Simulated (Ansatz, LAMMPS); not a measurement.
# Glassy 67SiO2-13Li2O-10Na2O-10SrO (mol %) (113 atoms) under strain: runs compared

How stiff is glassy 67SiO2-13Li2O-10Na2O-10SrO (mol %) (113 atoms), and how do its levels respond to strain?

Computed with Ansatz 0.2.0: Kohn-Sham DFT, PBE, PAW (set soft_2), plane waves.

## 1. The cell as built

The cell holds 113 atoms: 26 Si, 10 Li, 8 Na, 4 Sr and 65 O. Its edges and angles: a = 11.474 Å, b = 11.474 Å, c = 11.474 Å, α = 90.0°, β = 90.0°, γ = 90.0°. 113 atoms (26 Si, 10 Li, 8 Na, 4 Sr, 65 O) placed at random at 2.59 g/cm³, melted at 4000 K for 10 ps at fixed volume with the Morse and Coulomb pair potential with partial charges (Pedone, Malavasi, Menziani, Cormack and Segre, J. Phys. Chem. B 110, 11780 (2006)). Quenched from 4000 K to 300 K at 25 K/ps and fixed volume, held 10 ps at zero pressure.

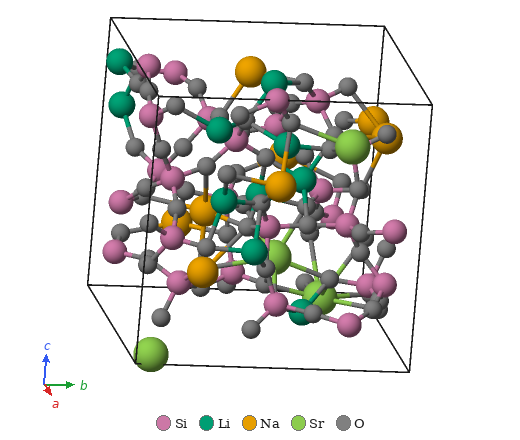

The cell as built. Bonds to atoms that aren't drawn are left out.

What the set-up can't give: The quench rate of 25 K/ps is orders of magnitude faster than experiment, which tends to freeze in extra defects. The starting topology of bonds comes from the classical model, and needn't be the one that DFT or experiment would give. Sampling is at Γ alone.

## 2. The reference run

The reference is a single point at the end of the relaxation.

Every strained cell starts from the geometry of this run, and its atoms are relaxed with the cell held.

Its input, with most atom lines left out:

```yaml
crystal:
  lattice:
    - [11.66097, 0.05885, -0.09916]
    - [0.05885, 11.32522, 0.0568]
    - [-0.09916, 0.0568, 11.62152]
  atoms:
    - { symbol: Si, position: [0.21115, 0.47203, 0.1141] }
    - { symbol: Si, position: [0.7559, 0.76387, 0.48429] }
    - { symbol: Si, position: [0.06149, 0.25939, 0.81239] }
    - { symbol: Si, position: [0.14891, 0.85298, 0.33714] }
    - { symbol: Si, position: [0.29744, 0.35098, 0.70753] }
    - { symbol: Si, position: [0.82594, 0.52996, 0.18196] }
    - { symbol: Si, position: [0.24485, 0.18041, 0.49984] }
    [... atom lines 8 to 113 left out ...]
kpoints:
  mp_grid: { grid: [1, 1, 1] }
hamiltonian:
  xc: pbe
scf:
  occupations: { method: fermi_dirac, width: 0.05 }
output:
  forces: true
  stress: true
  populations: true
  dos:
    method: { smearing: { sigma: 0.08 } }
    de: 0.1
    projected: { site_lists: { Li: [Li], Na: [Na], O: [O], Si: [Si], Sr: [Sr] } }
  eigenvalues: true
  write_density: true
  write_potential: true
  volumetric_format: npy
  elf: true
```

| Quantity | Value |
| --- | --- |
| free energy per atom | -722.6692 eV/atom |
| r.m.s. force component | 0.00702 eV/Å |
| pressure | -0.01562 GPa |

Filled and empty levels are parted by 3.80 eV (at Γ alone); a semilocal functional tends to put such gaps too low. In a disordered cell it changes from sample to sample, and tail or defect levels can set it.

## 3. The runs

Each row is one run, on 4 threads of Intel Xeon Platinum 8275CL at 3.00GHz (Skylake/Cascade Lake), shared host. The free energy is the program's total, comparable only between runs with the same functional, potentials and atoms.

```tsv
run	atoms	outcome	ionic steps, all passes	free energy (eV)	time	host memory (GiB)
Single point at the start	113	converged	-	-81649.219	13 s	2.1
Cell and atoms relaxed	113	converged	59	-81661.623	13 min	2.2
Single point at the relaxed geometry	113	converged	-	-81661.623	21 s	2.2
Volume -3 %	113	converged	6	-81661.418	85 s	2.1
Volume +3 %	113	converged	7	-81661.442	1.7 min	2.2
Volume -6 %	113	converged	8	-81660.757	1.9 min	2.1
Volume +6 %	113	converged	9	-81660.928	2.3 min	2.3
Volume -10 %	113	converged	10	-81659.057	2.3 min	2.1
Stretched by 1 % along x	113	converged	7	-81661.596	1.7 min	2.2
Compressed by 1 % along x	113	converged	7	-81661.594	91 s	2.2
Sheared by 2 % in xy	113	converged	5	-81661.569	72 s	2.2
```

In some runs the program notes that the exchange-correlation potential is rough where the density is thin and the SCF threshold is loose for the stress.

## 4. Pressure against volume

Atoms are relaxed at each volume, in the scaled cell.

```tsv
volume change (%)	volume (Å³/atom)	energy change (meV/atom)	pressure (GPa)	largest move on relaxing (Å)	bonds	gap (eV)
-10	12.222	22.71	5.80	0.45	200	4.02
-6	12.766	7.66	3.20	0.22	197	3.94
-3	13.173	1.82	1.49	0.14	194	3.87
+0	13.580	0.00	-0.02	-	193	3.80
+3	13.988	1.61	-1.27	0.17	192	3.72
+6	14.395	6.16	-2.28	0.30	192	3.64
```

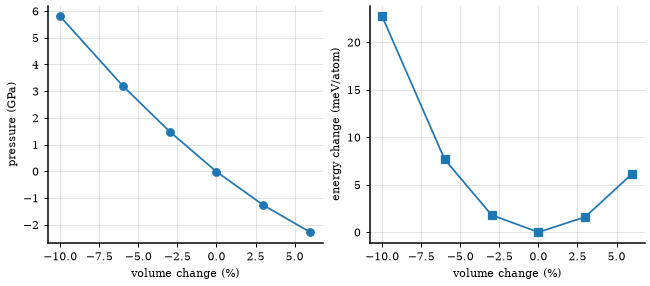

Pressure and energy against volume.

## 5. Uniaxial strain and shear

Stress (GPa, compression positive) less that of the relaxed cell, atoms relaxed:

```tsv
strain	xx	yy	zz	xy	energy change (meV/atom)
stretched by 1 % along x	-0.601	-0.306	-0.357	0.017	0.24
compressed by 1 % along x	0.713	0.324	0.356	-0.013	0.26
sheared by 2 % in xy	0.056	-0.003	0.085	-0.652	0.48
```

## 6. What came out

The bulk modulus, from the slope of pressure against ln V over the three points nearest the relaxed volume, is 45.9 GPa; a quadratic over all points gives a pressure derivative of about 4.2. The count of bonds runs from 192 to 200 over the series, so at some points contacts cross the cutoffs. The gap goes from 4.02 eV at the smallest volume to 3.64 eV at the largest, -2.3 eV per unit of ln V by a straight line, on the run's k-points. In the Cartesian axes of the cell, finite differences give C11 = 65.7, C12 = 31.5, C13 = 35.7 and C66 = 32.6 GPa (the shear of 2 % is the engineering strain, εxy = 0.01). The mean of C11, C12 and C13, which equals the bulk modulus in a cubic or isotropic solid, is 44.3 GPa: it agrees with the bulk modulus within 10 %. For an isotropic solid C66 would equal (C11 − C12)/2 = 17.1 GPa; so small a sample needn't be isotropic, and C66 rests on one shear. The two differ too much for isotropic moduli to be formed.

Caveats: Strains are finite and relaxations stop at the force tolerance of the input, which can leave moduli too stiff; they are those of a static cell at zero temperature. Volumes are changed with the cell's shape held, so in an anisotropic solid the modulus lies over the one under free hydrostatic load. The program notes that the SCF threshold of the relaxations is loose for the stress.

The DFT runs together took 27 min of wall time.

[Logs are printed without paths, hosts, clocks, repeated set-up lines and the standing remarks that a program may print on its own settings, such as how far it seeks lower states.]

[Hosts, paths, dates, database ids (printed as entryN), source tags and the programs' standing remarks are cut or masked in the printed files.]
